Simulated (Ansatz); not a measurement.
FGeH3···CH3 (doublet)

```yaml
atoms:
  - { symbol: F, position_ang: [0.0845, -0.2190, 0.0962] }
  - { symbol: Ge, position_ang: [-0.6578, 1.5754, -0.6699] }
  - { symbol: C, position_ang: [0.6993, -1.6783, 0.7144] }
  - { symbol: H, position_ang: [0.2574, 2.7082, -0.1764] }
  - { symbol: H, position_ang: [-2.0935, 1.7577, -0.1501] }
  - { symbol: H, position_ang: [-0.6337, 1.4736, -2.2041] }
  - { symbol: H, position_ang: [1.6278, -1.3586, 1.1680] }
  - { symbol: H, position_ang: [0.7958, -2.2799, -0.1794] }
  - { symbol: H, position_ang: [-0.0801, -1.9791, 1.4013] }
```

A transition-state structure; geometry: PBE0-D4/def2-TZVP.

Method: UKS PBE0-D4/def2-TZVPP in Ansatz.

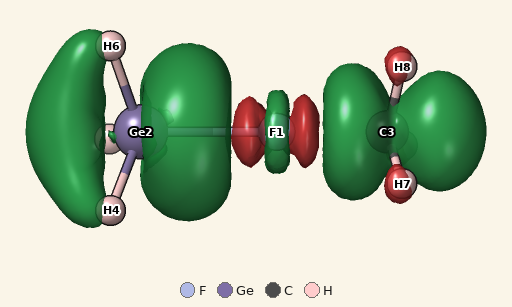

Figure 1. Isosurfaces of the spin density (α minus β) at +0.015 (green) and −0.015 e/Å³ (red), seen from one side.

Q: Describe the spin distribution.

A: The unpaired spin (1 electron) lies mostly on Ge2 (about 0.5) and C3 (about 0.3), in electrons by Hirshfeld's partition.

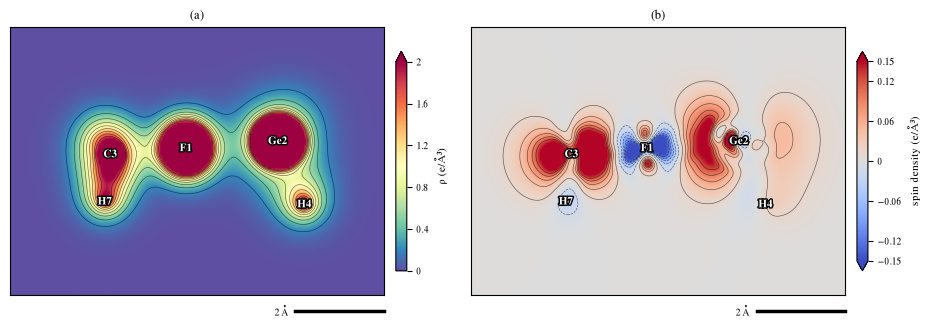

Figure 2. (a) total electron density; (b) spin density on the plane of atoms F1, Ge2 and H4.

Q: Interpret the plot.

A:
- Atoms in the plane: F, Ge, C and H.
- C3···F1 (1.70 Å): the density falls to about 0.83 e/Å³ on the way.
- Ge–F (2.09 Å): the density is about 0.47 e/Å³ at the midpoint.
- C–H (1.08 Å): the density is about 2.1 e/Å³ at the midpoint.
- Ge–H (1.54 Å): ρ is about 1.1 e/Å³ halfway.

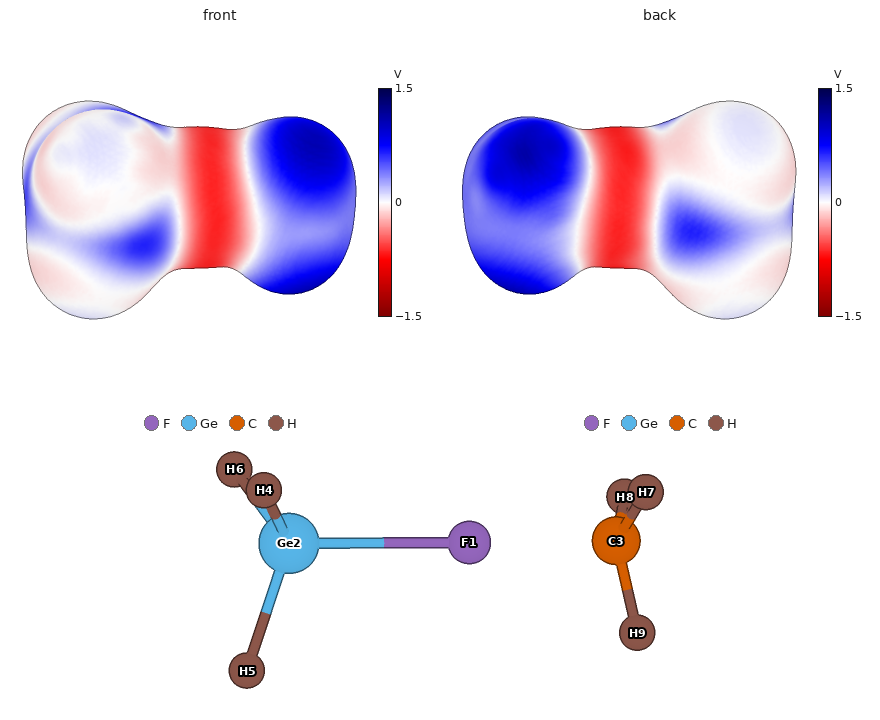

Figure 3. The electrostatic potential painted on the density surface at 0.002 e/bohr³, seen from the front and from behind; red is negative and blue positive. The bare structure is drawn below in the same view.

Q: Which sites attract a positive test charge, and which a negative one?

A: A positive charge is drawn to the negative regions and a negative charge to the positive ones. The most negative region (about −0.6 V, or −14 kcal/mol for a unit charge) lies over F1, the most positive (about +1.1 V, or +25 kcal/mol for a unit charge) over H7, H8 and H9.

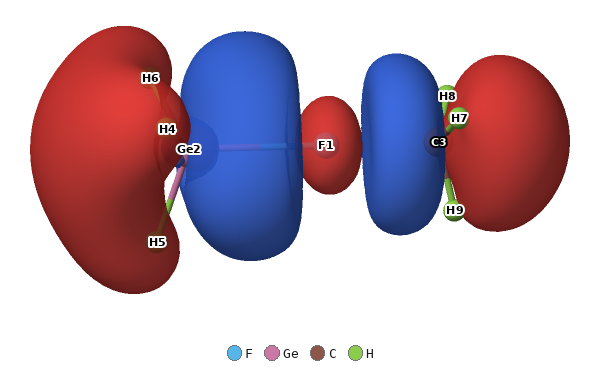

Figure 4. The HOMO (α) at ±0.06 Å⁻³ᐟ² (red and blue are the two phases), seen at a tilt.

Q: Describe this orbital and give its energy.

A: By Hirshfeld shares it lies mainly on Ge2 (about 45 %), C3 (about 25 %) and F1 (about 10 %). Its energy is −4.35 eV.
